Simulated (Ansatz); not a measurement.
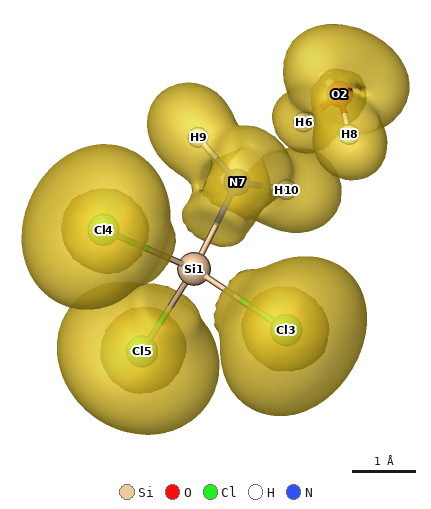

*Cl$_{3}$H$_{2}$NSi···H$_{2}$O. Isosurface of the ELF at 0.75 (yellow), seen at an oblique angle. Only the valence region is drawn (cores and ρ < 0.01 e/Å³ removed).*

The product side of a reaction path; geometry: PBE0-D4/def2-TZVP.

Level of theory: RKS PBE0-D4/def2-TZVPP (Ansatz 0.2.0).

Input file:

```
crystal:
  periodic: [false, false, false]
  atoms:
    - {symbol: Si, position_ang: [-0.200793, 1.178118, -0.578559]}
    - {symbol: O, position_ang: [-0.159417, -2.560315, 0.582239]}
    - {symbol: Cl, position_ang: [0.169301, 0.088482, -2.251084]}
    - {symbol: Cl, position_ang: [-2.183424, 1.224824, -0.166521]}
    - {symbol: Cl, position_ang: [0.418782, 3.083298, -0.941463]}
    - {symbol: H, position_ang: [-0.007391, -1.606677, 0.623160]}
    - {symbol: N, position_ang: [0.572026, 0.405314, 0.721696]}
    - {symbol: H, position_ang: [-0.484526, -2.720975, -0.305744]}
    - {symbol: H, position_ang: [0.310234, 0.676202, 1.658954]}
    - {symbol: H, position_ang: [1.565307, 0.231828, 0.657421]}
basis:
  gaussian: {orbitals: def2-TZVPP}
hamiltonian: {xc: pbe0, dispersion: d4}
output: {orbitals: {seedname: orbitals}}
```

Command:

```sh
ansatz run in.yaml --threads 8 --pin off --events-out ev --progress --plain --max-ram 19148MiB
```

### Where are the electrons localised?

At this value the surface marks out three regions on Cl in which the atom's valence shell and bonds are merged, one joined region spread over several atoms (H, N), in which their bonds and any lone pairs are merged and one joined region spread over several atoms (H, O), in which their bonds and any lone pairs are merged. Profiles from the grid: N7···H6 (2.10 Å): the ELF dips to about 0.10 between them: by its geometry a hydrogen bond between the two molecules, with no shared pair. Si–N (1.70 Å): the ELF peaks at about 0.90 between the atoms (a shared but strongly polarised pair).
